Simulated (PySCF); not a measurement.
# [B2H5]− (SMILES B[BH3-]) at CCSD(T)/6-31G(d) (spherical functions)

Aim: the vertical singlet–triplet gap of [B2H5]− at CCSD(T)/6-31G* (spherical functions), from 2 runs. The job is set up through a Python script.

The results are computed with PySCF 2.14.0.

### Step 1. The system as given

The species is [B2H5]− (7 atoms), meant as a singlet with charge -1. As SMILES, `B[BH3-]`. The coordinates come from a GFN2-xTB relaxation.

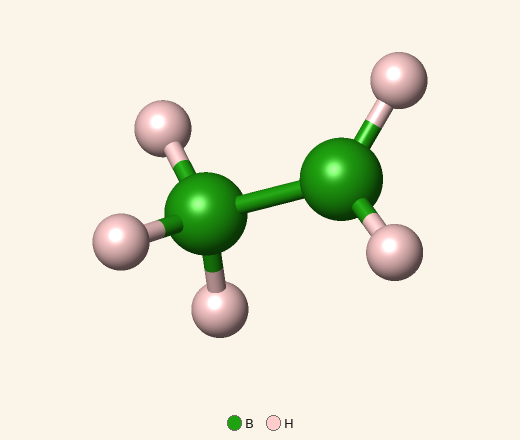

The structure, seen from a chosen angle (boron green, hydrogen pink).

### Step 2. The energy at CCSD(T)/6-31G(d) (spherical functions)

The input, input.py:

```python
from pyscf import gto, cc

mol = gto.Mole()
mol.atom = '''
B        0.210010      -0.813600       0.474350
B       -0.119910       0.613520      -0.349380
H        1.262150      -1.128320       0.968990
H       -0.606320      -1.678230       0.657480
H       -0.531530       0.371570      -1.495060
H       -1.042200       1.230100       0.207460
H        0.827810       1.404960      -0.463840
'''
mol.max_memory = 1860
mol.charge = -1
mol.basis = '6-31g*'
mol.spin = 0
mol.verbose = 4
mol.build()

mf = mol.RHF()
mf.conv_tol = 1e-10
mf.kernel()
if not mf.converged:
    mf = mf.newton().run(mf.mo_coeff, mf.mo_occ)

mycc = cc.CCSD(mf, frozen=2)
mycc.kernel()
e_t = mycc.ccsd_t()
energy = mycc.e_tot + e_t
print('E(%s) = %.9f' % ('CCSD(T)', energy))
```

Launch:

```sh
$ OMP_NUM_THREADS=1 python input.py
```

Output:

```text
PySCF version 2.14.0

[INPUT] num. atoms = 7
[INPUT] num. electrons = 16
[INPUT] charge = -1
[INPUT] spin (= nelec alpha-beta = 2S) = 0
[INPUT] symmetry False subgroup None
[INPUT] Mole.unit = angstrom
[INPUT] Symbol           X                Y                Z      unit          X                Y                Z       unit  Magmom
[INPUT]  1 B      0.210010000000  -0.813600000000   0.474350000000 AA    0.396861383420  -1.537481174946   0.896391587187 Bohr   0.0
[INPUT]  2 B     -0.119910000000   0.613520000000  -0.349380000000 AA   -0.226597059597   1.159384771943  -0.660232513401 Bohr   0.0
[INPUT]  3 H      1.262150000000  -1.128320000000   0.968990000000 AA    2.385117828120  -2.132215780869   1.831125717442 Bohr   0.0
[INPUT]  4 H     -0.606320000000  -1.678230000000   0.657480000000 AA   -1.145778743846  -3.171395074029   1.242457132379 Bohr   0.0
[INPUT]  5 H     -0.531530000000   0.371570000000  -1.495060000000 AA   -1.004446126990   0.702165536105  -2.825253939792 Bohr   0.0
[INPUT]  6 H     -1.042200000000   1.230100000000   0.207460000000 AA   -1.969472567022   2.324552105827   0.392042581802 Bohr   0.0
[INPUT]  7 H      0.827810000000   1.404960000000  -0.463840000000 AA    1.564334183176   2.654989615969  -0.876530565618 Bohr   0.0

nuclear repulsion = 26.0456796618339
number of shells = 22
number of NR pGTOs = 74
number of NR cGTOs = 38
basis = 6-31g*
ecp = {}

******** <class 'pyscf.scf.hf.RHF'> ********
method = RHF
initial guess = minao
damping factor = 0
level_shift factor = 0
DIIS = <class 'pyscf.scf.diis.CDIIS'>
diis_start_cycle = 1
diis_space = 8
diis_damp = 0
SCF conv_tol = 1e-10
SCF conv_tol_grad = None
SCF max_cycles = 50
direct_scf = True
direct_scf_tol = 1e-13
Set gradient conv threshold to 1e-05
Initial guess from minao.
init E= -51.9913955639172
  HOMO = -0.268157336179735  LUMO = -0.000299173183992973  gap/eV = 7.28879
cycle= 1 E= -52.1686376832186  delta_E= -0.177  |g|= 0.295  |ddm|= 1.83
  HOMO = -0.106940153672212  LUMO = 0.326859166827333  gap/eV = 11.80428
cycle= 2 E= -52.2026621076534  delta_E= -0.034  |g|= 0.0819  |ddm|=  0.5
  HOMO = -0.156041711794953  LUMO = 0.314986978566694  gap/eV = 12.81734
cycle= 3 E= -52.2054797054483  delta_E= -0.00282  |g|= 0.023  |ddm|= 0.113
  HOMO = -0.153058323058626  LUMO = 0.317232842439286  gap/eV = 12.79727
cycle= 4 E= -52.205779536533  delta_E= -0.0003  |g|= 0.0028  |ddm|= 0.0502
  HOMO = -0.153384491657426  LUMO = 0.317040703283515  gap/eV = 12.80092
cycle= 5 E= -52.2057873830547  delta_E= -7.85e-06  |g|= 0.000581  |ddm|= 0.00913
  HOMO = -0.153360490759287  LUMO = 0.317197591451903  gap/eV = 12.80454
cycle= 6 E= -52.2057877678565  delta_E= -3.85e-07  |g|= 0.000127  |ddm|= 0.00233
  HOMO = -0.153401241253849  LUMO = 0.317155362086795  gap/eV = 12.80450
cycle= 7 E= -52.2057877819099  delta_E= -1.41e-08  |g|= 2.4e-05  |ddm|= 0.000455
  HOMO = -0.153393565206529  LUMO = 0.31716052697966  gap/eV = 12.80443
cycle= 8 E= -52.205787782493  delta_E= -5.83e-10  |g|= 5.49e-06  |ddm|= 8.8e-05
  HOMO = -0.15339413411594  LUMO = 0.317160289307907  gap/eV = 12.80444
cycle= 9 E= -52.2057877825212  delta_E= -2.82e-11  |g|= 8.44e-07  |ddm|= 2.31e-05
  HOMO = -0.153394015026959  LUMO = 0.317160330059329  gap/eV = 12.80444
Extra cycle  E= -52.2057877825216  delta_E= -3.41e-13  |g|= 3.55e-07  |ddm|= 2.48e-06
converged SCF energy = -52.2057877825216

******** <class 'pyscf.cc.ccsd.CCSD'> ********
CC2 = 0
CCSD nocc = 6, nmo = 36
frozen orbitals 2
max_cycle = 50
direct = 0
conv_tol = 1e-07
conv_tol_normt = 1e-05
diis_space = 6
diis_start_cycle = 0
diis_start_energy_diff = 1e+09
Init t2, MP2 energy = -52.3785061009575  E_corr(MP2) -0.172718318435903
Init E_corr(CCSD) = -0.172718318435989
cycle = 1  E_corr(CCSD) = -0.197682263834807  dE = -0.0249639454  norm(t1,t2) = 0.0487312
cycle = 2  E_corr(CCSD) = -0.204659889285158  dE = -0.00697762545  norm(t1,t2) = 0.0166987
cycle = 3  E_corr(CCSD) = -0.207803163553406  dE = -0.00314327427  norm(t1,t2) = 0.00813124
cycle = 4  E_corr(CCSD) = -0.208066214376558  dE = -0.000263050823  norm(t1,t2) = 0.00241245
cycle = 5  E_corr(CCSD) = -0.207924363984717  dE = 0.000141850392  norm(t1,t2) = 0.00131068
cycle = 6  E_corr(CCSD) = -0.207937014990217  dE = -1.26510055e-05  norm(t1,t2) = 0.000322288
cycle = 7  E_corr(CCSD) = -0.207940202201033  dE = -3.18721082e-06  norm(t1,t2) = 7.6254e-05
cycle = 8  E_corr(CCSD) = -0.207940354479293  dE = -1.5227826e-07  norm(t1,t2) = 2.4433e-05
cycle = 9  E_corr(CCSD) = -0.207939771658051  dE = 5.82821242e-07  norm(t1,t2) = 7.38348e-06
cycle = 10  E_corr(CCSD) = -0.207939640395959  dE = 1.31262092e-07  norm(t1,t2) = 1.69502e-06
cycle = 11  E_corr(CCSD) = -0.20793953062489  dE = 1.0977107e-07  norm(t1,t2) = 6.75183e-07
cycle = 12  E_corr(CCSD) = -0.207939517472384  dE = 1.3152506e-08  norm(t1,t2) = 2.00105e-07
CCSD converged
E(CCSD) = -52.41372729999395  E_corr = -0.2079395174723836
CCSD(T) correction = -0.0053182430714229
E(CCSD(T)) = -52.419045543
```

Wall time 1.4 s (1 thread of Arm Neoverse V1, shared host); peak memory 0.13 GiB.

### Step 3. The triplet, same level

The input, run.py:

```python
from pyscf import gto, cc

mol = gto.M(
    atom='''
B    0.210010  -0.813600   0.474350
B   -0.119910   0.613520  -0.349380
H    1.262150  -1.128320   0.968990
H   -0.606320  -1.678230   0.657480
H   -0.531530   0.371570  -1.495060
H   -1.042200   1.230100   0.207460
H    0.827810   1.404960  -0.463840
''',
    basis='6-31g*',
    max_memory=1860,
    charge=-1,
    verbose=4,
    spin=2,
)

mf = mol.UHF()
mf.conv_tol = 1e-10
mf.kernel()
if not mf.converged:
    mf = mf.newton().run(mf.mo_coeff, mf.mo_occ)

mycc = cc.CCSD(mf, frozen=2)
mycc.kernel()
e_t = mycc.ccsd_t()
etot = mycc.e_tot + e_t
print('E = %.10f Eh' % etot)
```

Launch:

```sh
$ OMP_NUM_THREADS=1 python run.py
```

Output:

```text
PySCF version 2.14.0

[INPUT] num. atoms = 7
[INPUT] num. electrons = 16
[INPUT] charge = -1
[INPUT] spin (= nelec alpha-beta = 2S) = 2
[INPUT] symmetry False subgroup None
[INPUT] Mole.unit = angstrom
[INPUT] Symbol           X                Y                Z      unit          X                Y                Z       unit  Magmom
[INPUT]  1 B      0.210010000000  -0.813600000000   0.474350000000 AA    0.396861383420  -1.537481174946   0.896391587187 Bohr   0.0
[INPUT]  2 B     -0.119910000000   0.613520000000  -0.349380000000 AA   -0.226597059597   1.159384771943  -0.660232513401 Bohr   0.0
[INPUT]  3 H      1.262150000000  -1.128320000000   0.968990000000 AA    2.385117828120  -2.132215780869   1.831125717442 Bohr   0.0
[INPUT]  4 H     -0.606320000000  -1.678230000000   0.657480000000 AA   -1.145778743846  -3.171395074029   1.242457132379 Bohr   0.0
[INPUT]  5 H     -0.531530000000   0.371570000000  -1.495060000000 AA   -1.004446126990   0.702165536105  -2.825253939792 Bohr   0.0
[INPUT]  6 H     -1.042200000000   1.230100000000   0.207460000000 AA   -1.969472567022   2.324552105827   0.392042581802 Bohr   0.0
[INPUT]  7 H      0.827810000000   1.404960000000  -0.463840000000 AA    1.564334183176   2.654989615969  -0.876530565618 Bohr   0.0

nuclear repulsion = 26.0456796618339
number of shells = 22
number of NR pGTOs = 74
number of NR cGTOs = 38
basis = 6-31g*
ecp = {}

******** <class 'pyscf.scf.uhf.UHF'> ********
method = UHF
initial guess = minao
damping factor = 0
level_shift factor = 0
DIIS = <class 'pyscf.scf.diis.CDIIS'>
diis_start_cycle = 1
diis_space = 8
diis_damp = 0
SCF conv_tol = 1e-10
SCF conv_tol_grad = None
SCF max_cycles = 50
direct_scf = True
direct_scf_tol = 1e-13
number electrons alpha = 9  beta = 7
Set gradient conv threshold to 1e-05
init E= -51.9913955639172
[... the frontier-level lines of each cycle are left out ...]


cycle= 1 E= -52.0507912256992  delta_E= -0.0594  |g|= 0.18  |ddm|= 1.44
cycle= 2 E= -52.0882158597776  delta_E= -0.0374  |g|= 0.0705  |ddm|= 0.268
cycle= 3 E= -52.0959488782059  delta_E= -0.00773  |g|= 0.0279  |ddm|= 0.124
cycle= 4 E= -52.0975413335226  delta_E= -0.00159  |g|= 0.0136  |ddm|= 0.0448
cycle= 5 E= -52.0980723653371  delta_E= -0.000531  |g|= 0.00471  |ddm|= 0.0421
cycle= 6 E= -52.0981388882385  delta_E= -6.65e-05  |g|= 0.00161  |ddm|= 0.0208
cycle= 7 E= -52.0981470188262  delta_E= -8.13e-06  |g|= 0.000733  |ddm|= 0.00699
cycle= 8 E= -52.0981490854016  delta_E= -2.07e-06  |g|= 0.000333  |ddm|= 0.00331
cycle= 9 E= -52.0981496176226  delta_E= -5.32e-07  |g|= 0.000145  |ddm|= 0.00166
cycle= 10 E= -52.0981497187491  delta_E= -1.01e-07  |g|= 6.6e-05  |ddm|= 0.000701
cycle= 11 E= -52.0981497399529  delta_E= -2.12e-08  |g|= 9.74e-06  |ddm|= 0.000416
cycle= 12 E= -52.0981497402411  delta_E= -2.88e-10  |g|= 2.94e-06  |ddm|= 3.86e-05
cycle= 13 E= -52.0981497402635  delta_E= -2.24e-11  |g|= 1.01e-06  |ddm|= 9.36e-06
Extra cycle  E= -52.0981497402655  delta_E= -2.07e-12  |g|= 6.35e-07  |ddm|= 2e-06
converged SCF energy = -52.0981497402655  <S^2> = 2.0132736  2S+1 = 3.008836

******** <class 'pyscf.cc.uccsd.UCCSD'> ********
CC2 = 0
CCSD nocc = (np.int64(7), np.int64(5)), nmo = (36, 36)
frozen orbitals 2
max_cycle = 50
direct = 0
conv_tol = 1e-07
conv_tol_normt = 1e-06
diis_space = 6
diis_start_cycle = 0
diis_start_energy_diff = 1e+09
Init t2, MP2 energy = -0.158185071250908
Init E_corr(UCCSD) = -0.158185071251462
cycle = 1  E_corr(UCCSD) = -0.183739056151397  dE = -0.0255539849  norm(t1,t2) = 0.0685025
cycle = 2  E_corr(UCCSD) = -0.191025108178827  dE = -0.00728605203  norm(t1,t2) = 0.0260375
cycle = 3  E_corr(UCCSD) = -0.195294396354786  dE = -0.00426928818  norm(t1,t2) = 0.0140654
cycle = 4  E_corr(UCCSD) = -0.195205233523257  dE = 8.91628315e-05  norm(t1,t2) = 0.00445776
cycle = 5  E_corr(UCCSD) = -0.195204793920083  dE = 4.39603173e-07  norm(t1,t2) = 0.00182972
cycle = 6  E_corr(UCCSD) = -0.195236676877543  dE = -3.18829575e-05  norm(t1,t2) = 0.000865222
cycle = 7  E_corr(UCCSD) = -0.195234393315202  dE = 2.28356234e-06  norm(t1,t2) = 0.00058292
cycle = 8  E_corr(UCCSD) = -0.195235761571708  dE = -1.36825651e-06  norm(t1,t2) = 0.00034617
cycle = 9  E_corr(UCCSD) = -0.195239175701852  dE = -3.41413014e-06  norm(t1,t2) = 0.00020143
cycle = 10  E_corr(UCCSD) = -0.195236354823274  dE = 2.82087858e-06  norm(t1,t2) = 9.15907e-05
cycle = 11  E_corr(UCCSD) = -0.195235366190031  dE = 9.88633243e-07  norm(t1,t2) = 3.68651e-05
cycle = 12  E_corr(UCCSD) = -0.195236056189066  dE = -6.89999035e-07  norm(t1,t2) = 1.34647e-05
cycle = 13  E_corr(UCCSD) = -0.195236480607531  dE = -4.24418465e-07  norm(t1,t2) = 6.78531e-06
cycle = 14  E_corr(UCCSD) = -0.195236632205307  dE = -1.51597776e-07  norm(t1,t2) = 3.68787e-06
cycle = 15  E_corr(UCCSD) = -0.195236607803618  dE = 2.44016887e-08  norm(t1,t2) = 1.90695e-06
cycle = 16  E_corr(UCCSD) = -0.195236597993344  dE = 9.81027404e-09  norm(t1,t2) = 1.03391e-06
cycle = 17  E_corr(UCCSD) = -0.195236599034813  dE = -1.04146866e-09  norm(t1,t2) = 5.89854e-07
UCCSD converged
E(UCCSD) = -52.29338633930034  E_corr = -0.1952365990348129
UCCSD(T) correction = -0.00463698668305136
E = -52.2980233260 Eh
```

Wall time 3.6 s (1 thread of Arm Neoverse V1, shared host); peak memory 0.19 GiB.

### Step 4. What came out

At CCSD(T)/6-31G* (spherical functions), 2 core orbitals frozen:

| quantity | value |
| --- | --- |
| singlet: total energy | -52.41905 Eh |
| singlet: HOMO energy (Hartree–Fock orbitals) | -4.17 eV |
| singlet: LUMO energy (Hartree–Fock orbitals) | 8.63 eV |
| singlet: HOMO–LUMO gap (to an unbound level, set by the basis) | 12.80 eV |
| singlet: correlation energy (2 core orbitals frozen) | -213.3 mEh |
| singlet: (T) correction | -5.32 mEh |
| singlet: T1 diagnostic | 0.015 |
| triplet: total energy | -52.29802 Eh |
| triplet: HOMO energy (Hartree–Fock orbitals) (highest over α and β) | -0.78 eV |
| triplet: LUMO energy (Hartree–Fock orbitals) (lowest over α and β) | 6.46 eV |
| triplet: correlation energy (2 core orbitals frozen) | -199.9 mEh |
| triplet: (T) correction | -4.64 mEh |
| triplet: ⟨S²⟩ of the reference determinant | 2.013 |
| triplet: T1 diagnostic | 0.017 |
| vertical energy of the triplet above the singlet | 3.293 eV |

**Reading.** At this shape the triplet lies 3.29 eV (76 kcal/mol) above the singlet. The triples (singlet) make up 2.5 % of the correlation energy. The triples (triplet) make up 2.3 % of the correlation energy.
